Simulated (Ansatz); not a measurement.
**Cl2H4OSi2: a ladder of functionals and wavefunction methods**

Aim: compute Cl2H4OSi2 with functionals from several rungs and with coupled cluster. The yardstick is the atomisation energy at the CCSD(T) limit.

The runs use Ansatz 0.2.0, Gaussian basis; functionals in def2-TZVPP, the program's frozen cores in correlated methods.

Plan: PBE-D4, r2SCAN-D4, PBE0-D4, B3LYP-D4, ωB97X-V, ωB97M-V, B2PLYP; CCSD(T)/def2-TZVPP; MP2/def2-QZVPP; extrapolation to the limit.

### Step 1. The relaxed structure

The geometry comes from an earlier relaxation with PBE0-D4 in a triple-zeta def2 set; it is a stationary point, not always the lowest conformer.

SMILES `Cl[SiH2]O[SiH2]Cl`, 9 atoms, charge 0, spin multiplicity 1.

Atoms are counted from 1 here; the program's logs count them from 0.

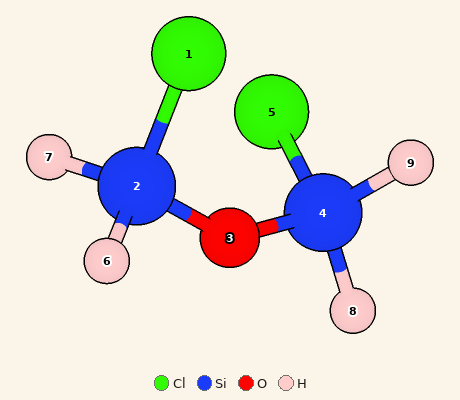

The geometry (chlorine green, silicon blue, oxygen red, hydrogen pink); atoms are numbered from 1 in the order of the file.

Coordinates:

```xyz
9
Cl2H4OSi2
Cl   -1.0042    0.0844    2.4408
Si   -1.2221    0.8280    0.5440
O    -0.3909   -0.0936   -0.5105
Si    1.0234   -0.8606   -0.7629
Cl    2.5812    0.3566   -0.2247
H    -2.6507    0.7600    0.1817
H    -0.6989    2.2088    0.5412
H     1.1361   -1.1453   -2.2063
H     1.0999   -2.0805    0.0657
```

### Step 2. PBE-D4 (GGA)

File in.yaml:

```yaml
crystal:
  periodic: [false, false, false]
  atoms:
    - {symbol: Cl, position_ang: [-1.004230, 0.084436, 2.440831]}
    - {symbol: Si, position_ang: [-1.222106, 0.828030, 0.544016]}
    - {symbol: O, position_ang: [-0.390949, -0.093585, -0.510514]}
    - {symbol: Si, position_ang: [1.023427, -0.860634, -0.762946]}
    - {symbol: Cl, position_ang: [2.581209, 0.356580, -0.224688]}
    - {symbol: H, position_ang: [-2.650653, 0.759959, 0.181655]}
    - {symbol: H, position_ang: [-0.698879, 2.208780, 0.541195]}
    - {symbol: H, position_ang: [1.136144, -1.145280, -2.206310]}
    - {symbol: H, position_ang: [1.099936, -2.080486, 0.065662]}
basis:
  gaussian: {orbitals: def2-TZVPP}
hamiltonian: {xc: pbe, dispersion: d4}
output: {forces: true, orbitals: {seedname: orbitals}}
```

The run is started by

```bash
ansatz run in.yaml --threads 4 --pin off --events-out ev --progress --plain --max-ram 10444MiB
```

Output, cut to the lines that bear on the results:

```text
Functional definition: PBE
  name "PBE"
  cite "Perdew, Burke & Ernzerhof, Phys. Rev. Lett. 77, 3865 (1996) doi:10.1103/PhysRevLett.77.3865"
  parent pbe
[...]
1551 factors; their error is unknown
[...]
mean field -42899.42022215 eV, -1576.5246148924 hartree, gradient 2.7e-5 eV, S^2 0.000000; 0 other end points of the search recorded, 0 dependent functions left out
[...]
reference -42899.42026891 eV, -1576.5246166111 hartree; 37, 37 occupied and 218, 218 virtual orbitals, 1551 factors
Total energy: -42899.69754095 eV, -1576.5348061705 hartree
Atom 0 at    -1.004230     0.084436     2.440831 Å, force     0.019421    -0.096769     0.280191 eV/Å
Atom 1 at    -1.222106     0.828030     0.544016 Å, force    -0.173919     0.225059     0.158597 eV/Å
Atom 2 at    -0.390949    -0.093585    -0.510514 Å, force    -0.219987    -0.060309    -0.305209 eV/Å
Atom 3 at     1.023427    -0.860634    -0.762946 Å, force     0.240712    -0.207142    -0.065024 eV/Å
Atom 4 at     2.581209     0.356580    -0.224688 Å, force     0.237035     0.164664     0.071807 eV/Å
Atom 5 at    -2.650653     0.759959     0.181655 Å, force    -0.169999    -0.006988    -0.055647 eV/Å
Atom 6 at    -0.698879     2.208780     0.541195 Å, force     0.059568     0.172670    -0.008003 eV/Å
Atom 7 at     1.136144    -1.145280    -2.206310 Å, force     0.002038    -0.037589    -0.172842 eV/Å
Atom 8 at     1.099936    -2.080486     0.065662 Å, force     0.005132    -0.153595     0.096132 eV/Å
Dipole moment:    -0.147601    -0.039445    -0.202398 e Å
```

It took 2.1 s on 4 threads of Intel Xeon Platinum 8488C, shared host.

Atomisation energy: 3056.1 kJ/mol (free atoms -42868.023 eV, run apart). HOMO -7.59 eV, LUMO -0.86 eV.

### Step 3. r2SCAN-D4 (meta-GGA)

Changes to in.yaml since step 2:

```diff
@@ -14,3 +14,3 @@
   gaussian: {orbitals: def2-TZVPP}
-hamiltonian: {xc: pbe, dispersion: d4}
+hamiltonian: {xc: r2scan, dispersion: d4}
 output: {forces: true, orbitals: {seedname: orbitals}}
```

Launched as before.

Output, cut to the lines that bear on the results:

```text
Functional definition: r2SCAN
  name "r2SCAN"
  cite "Furness, Kaplan, Ning, Perdew & Sun, J. Phys. Chem. Lett. 11, 8208 (2020) doi:10.1021/acs.jpclett.0c02405"
  cite "Furness, Kaplan, Ning, Perdew & Sun, J. Phys. Chem. Lett. 11, 9248 (2020) doi:10.1021/acs.jpclett.0c03077"
  parent r2scan
[...]
1551 factors; their error is unknown
[...]
mean field -42916.32670855 eV, -1577.1459168081 hartree, gradient 4.2e-5 eV, S^2 0.000000; 0 other end points of the search recorded, 0 dependent functions left out
[...]
reference -42916.32672153 eV, -1577.1459172852 hartree; 37, 37 occupied and 218, 218 virtual orbitals, 1551 factors
Total energy: -42916.39441650 eV, -1577.1484050294 hartree
Atom 0 at    -1.004230     0.084436     2.440831 Å, force     0.005154    -0.020856     0.055116 eV/Å
Atom 1 at    -1.222106     0.828030     0.544016 Å, force    -0.040120     0.051790    -0.007000 eV/Å
Atom 2 at    -0.390949    -0.093585    -0.510514 Å, force    -0.026921    -0.009054    -0.039592 eV/Å
Atom 3 at     1.023427    -0.860634    -0.762946 Å, force     0.012355    -0.058919    -0.029662 eV/Å
Atom 4 at     2.581209     0.356580    -0.224688 Å, force     0.046225     0.033983     0.015651 eV/Å
Atom 5 at    -2.650653     0.759959     0.181655 Å, force     0.031004     0.012410     0.002249 eV/Å
Atom 6 at    -0.698879     2.208780     0.541195 Å, force    -0.016838    -0.018932    -0.008715 eV/Å
Atom 7 at     1.136144    -1.145280    -2.206310 Å, force    -0.005617    -0.005178     0.034586 eV/Å
Atom 8 at     1.099936    -2.080486     0.065662 Å, force    -0.005242     0.014756    -0.022634 eV/Å
Dipole moment:    -0.156524    -0.041831    -0.214636 e Å
```

Run time: 3.6 s. Hardware: 4 threads of Intel Xeon Platinum 8488C, shared host.

With the free atoms at this level, -42884.457 eV in sum, the atomisation energy is 3081.5 kJ/mol. HOMO -7.95 eV, LUMO -0.47 eV.

### Step 4. PBE0-D4 (hybrid)

Changes to in.yaml since step 3:

```diff
@@ -14,3 +14,3 @@
   gaussian: {orbitals: def2-TZVPP}
-hamiltonian: {xc: r2scan, dispersion: d4}
-output: {forces: true, orbitals: {seedname: orbitals}}
+hamiltonian: {xc: pbe0, dispersion: d4}
+output: {orbitals: {seedname: orbitals}}
```

The command is unchanged.

Output:

```text
Functional definition: PBE0
  name "PBE0"
  cite "Adamo & Barone, J. Chem. Phys. 110, 6158 (1999) doi:10.1063/1.478522"
  cite "Perdew, Burke & Ernzerhof, Phys. Rev. Lett. 77, 3865 (1996) doi:10.1103/PhysRevLett.77.3865"
  parent pbe
  parameter a = 0.25
  parameter kappa = 0.804
  parameter beta = 0.06672455060314922
  exchange = (1 - a)*pbe_x(kappa = kappa, mu = beta*pi^2/3) + a*exact_x
  correlation = pbe_c(beta = beta)
1619 factors; their error is unknown
mean field evaluation 1: about -42898.7392 eV, gradient 5.3e1 eV
mean field evaluation 2: about -42889.1452 eV, gradient 8.9e1 eV
mean field evaluation 4: about -42903.0635 eV, gradient 2.8e0 eV
mean field evaluation 8: about -42903.0751 eV, gradient 2.1e-2 eV
mean field -42903.17610801 eV, -1576.6626411520 hartree, gradient 6.2e-5 eV, S^2 0.000000; 0 other end points of the search recorded, 0 dependent functions left out
reference -42903.17614355 eV, -1576.6626424580 hartree; 37, 37 occupied and 218, 218 virtual orbitals, 1619 factors
Total energy: -42903.41530382 eV, -1576.6714314361 hartree
```

It took 3.2 s on 4 threads of Intel Xeon Platinum 8488C, shared host; peak memory 0.83 GiB.

With the free atoms at this level, -42871.990 eV in sum, the atomisation energy is 3032.1 kJ/mol. HOMO -8.97 eV, LUMO 0.02 eV.

### Step 5. B3LYP-D4 (hybrid)

B3LYP here takes the VWN-RPA correlation.

Changes to in.yaml since step 4:

```diff
@@ -14,3 +14,3 @@
   gaussian: {orbitals: def2-TZVPP}
-hamiltonian: {xc: pbe0, dispersion: d4}
-output: {orbitals: {seedname: orbitals}}
+hamiltonian: {xc: {name: B3LYP}, dispersion: d4}
+output: {forces: true, orbitals: {seedname: orbitals}}
```

Launched as before.

Output, cut to the lines that bear on the results:

```text
Functional definition: B3LYP
  name "B3LYP"
  cite "Stephens, Devlin, Chabalowski & Frisch, J. Phys. Chem. 98, 11623 (1994) doi:10.1021/j100096a001"
  cite "Becke, Phys. Rev. A 38, 3098 (1988) doi:10.1103/PhysRevA.38.3098"
  cite "Lee, Yang & Parr, Phys. Rev. B 37, 785 (1988) doi:10.1103/PhysRevB.37.785"
  cite "Vosko, Wilk & Nusair, Can. J. Phys. 58, 1200 (1980) doi:10.1139/p80-159"
[...]
1595 factors; their error is unknown
[...]
mean field -42922.33237419 eV, -1577.3666209496 hartree, gradient 3.3e-5 eV, S^2 0.000000; 0 other end points of the search recorded, 0 dependent functions left out
[...]
reference -42922.33268327 eV, -1577.3666323080 hartree; 37, 37 occupied and 218, 218 virtual orbitals, 1595 factors
Total energy: -42922.78387923 eV, -1577.3832134537 hartree
Atom 0 at    -1.004230     0.084436     2.440831 Å, force     0.027420    -0.084274     0.208605 eV/Å
Atom 1 at    -1.222106     0.828030     0.544016 Å, force    -0.178286     0.239535    -0.138396 eV/Å
Atom 2 at    -0.390949    -0.093585    -0.510514 Å, force    -0.020203    -0.007263    -0.030329 eV/Å
Atom 3 at     1.023427    -0.860634    -0.762946 Å, force    -0.031193    -0.295162    -0.147414 eV/Å
Atom 4 at     2.581209     0.356580    -0.224688 Å, force     0.170165     0.136414     0.062723 eV/Å
Atom 5 at    -2.650653     0.759959     0.181655 Å, force     0.095277     0.017074     0.019046 eV/Å
Atom 6 at    -0.698879     2.208780     0.541195 Å, force    -0.043467    -0.088634    -0.009373 eV/Å
Atom 7 at     1.136144    -1.145280    -2.206310 Å, force    -0.009934     0.006208     0.100017 eV/Å
Atom 8 at     1.099936    -2.080486     0.065662 Å, force    -0.009779     0.076104    -0.064880 eV/Å
Dipole moment:    -0.157924    -0.042212    -0.216539 e Å
```

Wall time 5 s (4 threads of Intel Xeon Platinum 8488C, shared host); peak memory 0.88 GiB.

Atomisation energy: 3045.9 kJ/mol (free atoms -42891.215 eV, run apart). HOMO -8.74 eV, LUMO -0.16 eV.

### Step 6. ωB97X-V (range-separated)

Changes to in.yaml since step 5:

```diff
@@ -14,3 +14,3 @@
   gaussian: {orbitals: def2-TZVPP}
-hamiltonian: {xc: {name: B3LYP}, dispersion: d4}
-output: {forces: true, orbitals: {seedname: orbitals}}
+hamiltonian: {xc: {name: wB97X-V}}
+output: {orbitals: {seedname: orbitals}}
```

Launched as before.

Output, cut to the lines that bear on the results:

```text
Functional definition: wB97X-V
  name "wB97X-V"
  cite "Mardirossian & Head-Gordon, Phys. Chem. Chem. Phys. 16, 9904 (2014) doi:10.1039/C3CP54374A"
  cite "Becke, J. Chem. Phys. 107, 8554 (1997) doi:10.1063/1.475007"
  cite "Vydrov & Van Voorhis, J. Chem. Phys. 133, 244103 (2010) doi:10.1063/1.3521275"
[...]
      + integral(e_c_pw_opposite_spin*poly(b97_u_opposite, cos0, cos1)) + vv10(b, c)
1589 factors; their error is unknown
297 factors; integrals over basis functions are off by at most 2.4e-5 eV
[...]
mean field -42913.54085575 eV, -1577.0435386062 hartree, gradient 1.6e-5 eV, S^2 0.000000; 0 other end points of the search recorded, 0 dependent functions left out
reference -42913.54085354 eV, -1577.0435385247 hartree; 37, 37 occupied and 218, 218 virtual orbitals, 1589 factors
Total energy: -42913.54085354 eV, -1577.0435385247 hartree
```

Run time: 7 s. Hardware: 4 threads of Intel Xeon Platinum 8488C, shared host; peak memory 0.98 GiB.

Atomisation energy: 3096.8 kJ/mol (free atoms -42881.445 eV, run apart). HOMO -11.40 eV, LUMO 2.09 eV.

### Step 7. ωB97M-V (range-separated)

Changes to in.yaml since step 6:

```diff
@@ -14,3 +14,3 @@
   gaussian: {orbitals: def2-TZVPP}
-hamiltonian: {xc: {name: wB97X-V}}
-output: {orbitals: {seedname: orbitals}}
+hamiltonian: {xc: {name: wB97M-V}}
+output: {forces: true, orbitals: {seedname: orbitals}}
```

Same command.

Output, cut to the lines that bear on the results:

```text
Functional definition: wB97M-V
  name "wB97M-V"
  cite "Mardirossian & Head-Gordon, J. Chem. Phys. 144, 214110 (2016) doi:10.1063/1.4952647"
  cite "Becke, J. Chem. Phys. 107, 8554 (1997) doi:10.1063/1.475007"
  cite "Vydrov & Van Voorhis, J. Chem. Phys. 133, 244103 (2010) doi:10.1063/1.3521275"
  # Of w^i u^j: cxij and so on, Table III.
[...]
  gx(w, u) = 1 - cx + cx01*u + cx10*w
  gss(w, u) = css00 + css04*u^4 + css10*w + css20*w^2 + css43*w^4*u^3
  gos(w, u) = cos00 + cos10*w + (cos20 + cos21*u)*w^2 + (cos60 + cos61*u)*w^6
[...]
      + integral(e_c_pw_mod_opposite_spin*gos(b97_w_opposite, b97_u_opposite)) + vv10(b, c)
1589 factors; their error is unknown
297 factors; integrals over basis functions are off by at most 2.4e-5 eV
[...]
Total energy: -42917.40874790 eV, -1577.1856810210 hartree
Atom 0 at    -1.004230     0.084436     2.440831 Å, force     0.016778    -0.028286     0.040173 eV/Å
Atom 1 at    -1.222106     0.828030     0.544016 Å, force    -0.188237     0.244409    -0.035154 eV/Å
Atom 2 at    -0.390949    -0.093585    -0.510514 Å, force    -0.019565    -0.007098    -0.029549 eV/Å
Atom 3 at     1.023427    -0.860634    -0.762946 Å, force     0.068730    -0.276062    -0.127034 eV/Å
Atom 4 at     2.581209     0.356580    -0.224688 Å, force     0.027245     0.039433     0.020488 eV/Å
Atom 5 at    -2.650653     0.759959     0.181655 Å, force     0.181476     0.013985     0.047294 eV/Å
Atom 6 at    -0.698879     2.208780     0.541195 Å, force    -0.062824    -0.169041    -0.002378 eV/Å
Atom 7 at     1.136144    -1.145280    -2.206310 Å, force    -0.012103     0.031807     0.187093 eV/Å
Atom 8 at     1.099936    -2.080486     0.065662 Å, force    -0.011499     0.150855    -0.100934 eV/Å
Dipole moment:    -0.155963    -0.041686    -0.213857 e Å
```

It took 9.5 s on 4 threads of Intel Xeon Platinum 8488C, shared host; peak memory 1.1 GiB.

With the free atoms at this level, -42885.389 eV in sum, the atomisation energy is 3089.5 kJ/mol. HOMO -11.22 eV, LUMO 1.79 eV.

### Step 8. B2PLYP (double hybrid)

Changes to in.yaml since step 7:

```diff
@@ -14,3 +14,2 @@
   gaussian: {orbitals: def2-TZVPP}
-hamiltonian: {xc: {name: wB97M-V}}
-output: {forces: true, orbitals: {seedname: orbitals}}
+hamiltonian: {xc: {name: B2PLYP}}
```

The command is unchanged.

Output, cut to the lines that bear on the results:

```text
Functional definition: B2PLYP
  name "B2PLYP"
  cite "Grimme, J. Chem. Phys. 124, 034108 (2006) doi:10.1063/1.2148954"
  cite "Becke, Phys. Rev. A 38, 3098 (1988) doi:10.1103/PhysRevA.38.3098"
  cite "Lee, Yang & Parr, Phys. Rev. B 37, 785 (1988) doi:10.1103/PhysRevB.37.785"
[...]
1490 factors; integrals over basis functions are off by at most 9.6e-4 eV
[...]
mean field -42897.94728277 eV, -1576.4704853686 hartree, gradient 5.7e-6 eV, S^2 0.000000; 0 other end points of the search recorded, 0 dependent functions left out
21 core orbitals not correlated: weight in the atoms' cores, before any rotation towards them, 1.000 or more for the frozen orbitals, at most 0.000 for the correlated occupied ones
reference -42897.94748006 eV, -1576.4704926190 hartree; 16, 16 occupied and 218, 218 virtual orbitals, 1490 factors
second order -28.03730657 eV of doubles, -0.00000000 eV of singles
Total energy: -42905.51755283 eV, -1576.7486876623 hartree
```

Wall time 4.9 s (4 threads of Intel Xeon Platinum 8488C, shared host); peak memory 0.69 GiB.

With the free atoms at this level, -42874.178 eV in sum, the atomisation energy is 3023.8 kJ/mol.

### Step 9. Frontier levels by functional

Dipoles come from the runs that computed forces. Levels, from each run's orbital file:

```csv
functional,HOMO (eV),LUMO (eV),gap (eV),dipole (D)
PBE-D4,-7.59,-0.86,6.73,1.22
r2SCAN-D4,-7.95,-0.47,7.48,1.29
PBE0-D4,-8.97,0.02,9.00,
B3LYP-D4,-8.74,-0.16,8.58,1.30
ωB97X-V,-11.40,2.09,13.48,
ωB97M-V,-11.22,1.79,13.00,1.29
```

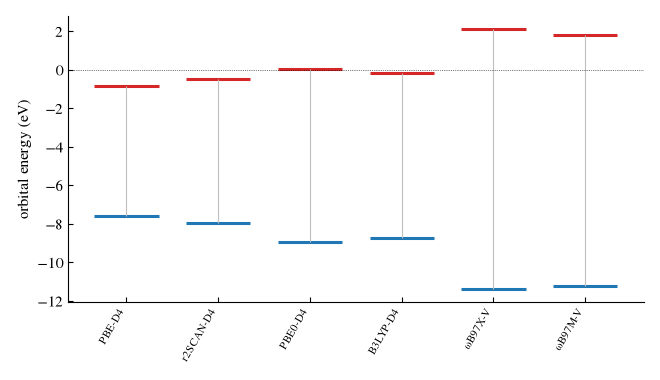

Highest occupied (blue) and lowest empty (red) level by functional.

### Step 10. CCSD(T) in def2-TZVPP

Changes to in.yaml since step 8:

```diff
@@ -14,2 +14,2 @@
   gaussian: {orbitals: def2-TZVPP}
-hamiltonian: {xc: {name: B2PLYP}}
+correlation: {method: ccsd_t}
```

The command is unchanged.

Output, cut to the lines that bear on the results:

```text
Functional definition: HF
  name "HF"
  cite "Fock, Z. Phys. 61, 126 (1930) doi:10.1007/BF01340294"
  parent pbe
[...]
1490 factors; integrals over basis functions are off by at most 9.6e-4 eV
[...]
mean field -42840.43327298 eV, -1574.3568844934 hartree, gradient 5.2e-6 eV, S^2 0.000000; 0 other end points of the search recorded, 0 dependent functions left out
21 core orbitals not correlated: weight in the atoms' cores, before any rotation towards them, 1.000 or more for the frozen orbitals, at most 0.000 for the correlated occupied ones
reference -42840.43327298 eV, -1574.3568844934 hartree; 16, 16 occupied and 218, 218 virtual orbitals, 1490 factors
second order -23.09171131 eV of doubles, -0.00000000 eV of singles
cycle   1  -24.04153014 eV  change   -9.5e-1 eV  update   9.9e-2
[...]
cycle   8  -24.70617812 eV  change   -8.2e-6 eV  update   2.9e-5
perturbative correction -0.94995626 eV, -0.0349102487 hartree
Total energy: -42866.08940736 eV, -1575.2997300414 hartree
```

Wall time 89 s (4 threads of Intel Xeon Platinum 8488C, shared host); peak memory 5.1 GiB.

### Step 11. MP2 in def2-QZVPP

Changes to in.yaml since step 10:

```diff
@@ -13,3 +13,3 @@
 basis:
-  gaussian: {orbitals: def2-TZVPP}
-correlation: {method: ccsd_t}
+  gaussian: {orbitals: "def2-QZVPP.json"}
+correlation: {method: mp2}
```

The command is unchanged.

Output:

```text
Functional definition: HF
  name "HF"
  cite "Fock, Z. Phys. 61, 126 (1930) doi:10.1007/BF01340294"
  parent pbe
  exchange = exact_x
  correlation = 0
2698 factors; integrals over basis functions are off by at most 8.4e-4 eV
mean field evaluation 1: about -42838.3156 eV, gradient 3.9e1 eV
mean field evaluation 2: about -42838.5005 eV, gradient 3.9e1 eV
mean field evaluation 4: about -42841.7001 eV, gradient 3.5e0 eV
mean field evaluation 8: about -42841.7515 eV, gradient 2.1e-1 eV
mean field -42841.75175871 eV, -1574.4053379503 hartree, gradient 3.3e-6 eV, S^2 0.000000; 0 other end points of the search recorded, 0 dependent functions left out
21 core orbitals not correlated: weight in the atoms' cores, before any rotation towards them, 1.000 or more for the frozen orbitals, at most 0.000 for the correlated occupied ones
reference -42841.75175871 eV, -1574.4053379503 hartree; 16, 16 occupied and 420, 420 virtual orbitals, 2698 factors
second order -25.21919856 eV of doubles, -0.00000000 eV of singles
Total energy: -42866.97095727 eV, -1575.3321264032 hartree
```

Run time: 17 s. Hardware: 4 threads of Intel Xeon Platinum 8488C, shared host; peak memory 2.5 GiB.

The pieces so far (eV):

```csv
basis,HF,MP2 correlation,CCSD correlation,(T),total
def2-TZVPP,-42840.4333,-23.0917,-24.7062,-0.9500,-42866.0894
def2-QZVPP,-42841.7518,-25.2192,,,-42866.9710 (MP2)
```

The report of the def2-TZVPP run gives T1 = 0.0101.

### Step 12. The basis-set limit

No new run: Hartree-Fock is extrapolated as exp(−7.88√X) and correlation as X^−2.97, with X = 3 and 4; only MP2 was run in the larger set, so CCSD(T) minus MP2 is added from the smaller one.

```csv
level,energy at the limit (eV)
HF,-42841.9334
MP2,-42868.7285
CCSD,-42870.3429
CCSD(T),-42871.2929
```

### Step 13. The ladder

Atomisation energy = energies of 2 Cl, 2 Si, 1 O, 4 H (separate runs, same level) minus the molecule's; electronic only, no spin-orbit term.

Differences are taken before rounding.

```csv
method,rung,atomisation energy (kJ/mol),from CCSD(T)/CBS (kJ/mol),time
PBE-D4,GGA,3056.1,-34.8,2.1 s
r2SCAN-D4,meta-GGA,3081.5,-9.5,3.6 s
PBE0-D4,hybrid,3032.1,-58.9,3.2 s
B3LYP-D4,hybrid,3045.9,-45.0,5 s
ωB97X-V,range-separated,3096.8,+5.8,7 s
ωB97M-V,range-separated,3089.5,-1.5,9.5 s
B2PLYP,double hybrid,3023.8,-67.2,4.9 s
HF/def2-TZVPP,wavefunction,2327.9,-763.1,
MP2/def2-TZVPP,wavefunction,3057.6,-33.3,
CCSD/def2-TZVPP,wavefunction,2949.7,-141.3,
CCSD(T)/def2-TZVPP,wavefunction,2990.6,-100.4,89 s
MP2/CBS,wavefunction,3158.0,+67.1,
CCSD(T)/CBS,wavefunction,3091.0,0,1.8 min
```

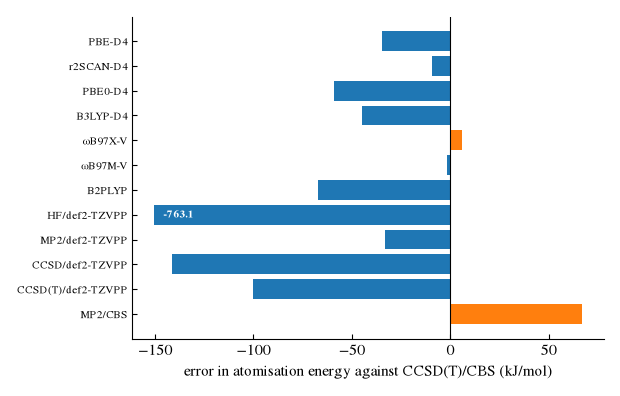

Deviations from CCSD(T)/CBS, method by method. Bars with a number in them are cut short.

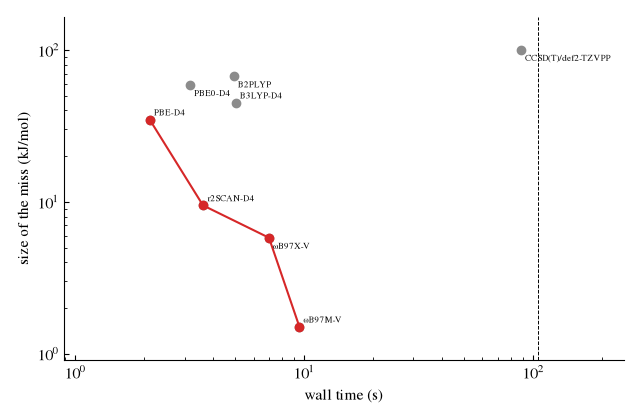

Accuracy for the time spent; red marks the levels that beat every quicker one drawn (of those quicker than the yardstick), and the dashed line is the time of CCSD(T)/CBS. Times are from a shared host.

B2PLYP carry no dispersion term (for B3LYP, D4 adds 43.5 kJ/mol).

Times are those of the molecule's run; HF, MP2 and CCSD come out of the CCSD(T) runs, and the limit's time is the sum of the runs that it needs.

### Step 14. Summary of results

| quantity | value |
| --- | --- |
| atomisation energy, CCSD(T)/CBS | 3091.0 kJ/mol |
| functionals within 15.5 kJ/mol (0.5 %) | r2SCAN-D4, ωB97X-V, ωB97M-V |
| farthest | B2PLYP (-67.2 kJ/mol) |
| mean size of error, hybrid | 52.0 kJ/mol |
| mean size of error, range-separated | 3.7 kJ/mol |
| gap, smallest and largest | 6.73 eV (PBE-D4), 13.48 eV (ωB97X-V) |
| T1 diagnostic | 0.0101 |
| triples share of the correlation energy | 3.7 % |

What this shows: PBE-D4 is off by -34.8 kJ/mol. Double hybrids carry the basis error of their MP2 part in triple zeta, and no dispersion term here, so their miss is partly the set-up's. The reference freezes the cores and leaves out relativity and excitations past (T), so misses under about 15.5 kJ/mol can't be ranked. Hartree-Fock recovers 75 % of the binding; the rest is correlation. Orbital gaps span 6.7 to 13.5 eV; exact exchange widens them.

ωB97M-V reaches 1.5 kJ/mol from the reference in 9.5 s, where CCSD(T)/CBS took 1.8 min; the quickest level in the cost chart, PBE-D4, takes 2.1 s and misses by 34.8 kJ/mol.
